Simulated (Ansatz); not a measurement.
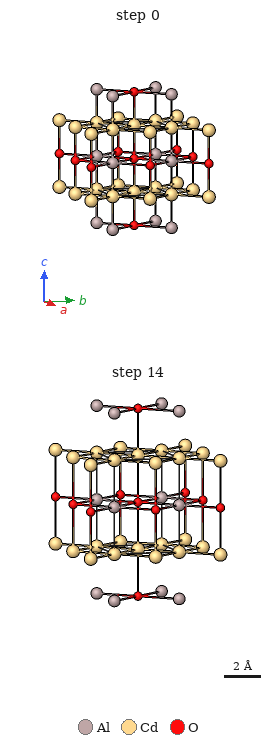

The structure of solid AlCd2O (a generated structure, set up in P4/mmm) (coarse preliminary run) before (top) and after (bottom) a relaxation, at one scale.

A ball-and-stick model of the cell of the calculation, seen slightly off an axis.

Computed with Ansatz 0.2.0, DFT PBE, scalar-relativistic, plane waves, PAW. Settings: plane-wave cutoff 420 eV; k-point mesh 6 × 6 × 4; occupations gaussian; smearing width 0.1 eV; no spin polarisation; cell and atoms relaxed; force threshold 0.04 eV/Å; at most 70 steps.

### Summarise the run.

After 11 accepted moves (14 points after the start) the energy has fallen by 3055 meV per atom. All forces vanish by symmetry, so only the cell relaxes. Pressure: 163.91 GPa at the start and 0.03 GPa at the end. At 3 points the geometry stayed and the basis and grid were re-selected for the new cell (energy shift of 167 meV per atom at most each time). The atoms keep their places relative to the cell (all moves are under 0.005 Å). Cell: a = b 3.417 → 3.770 Å (+10.3 %), c 3.772 → 5.304 Å (+40.6 %). Volume +71.1 %. Near-neighbour distances that change, for instance: Cd–O 1.886 → 2.652 Å, Al–Cd 1.886 → 2.652 Å, Cd–Cd 2.416 → 2.666 Å, Al–O 2.416 → 2.666 Å. Bonds break: Al–Cd (1.89 → 2.65 Å). The space group stays P4/mmm (No. 123). Cost: 45 s on 1 thread of Arm Neoverse V1, on a shared host, peak memory 0.36 GiB.

Limits of the set-up: the k-point mesh is coarse for a cell with partly filled bands.
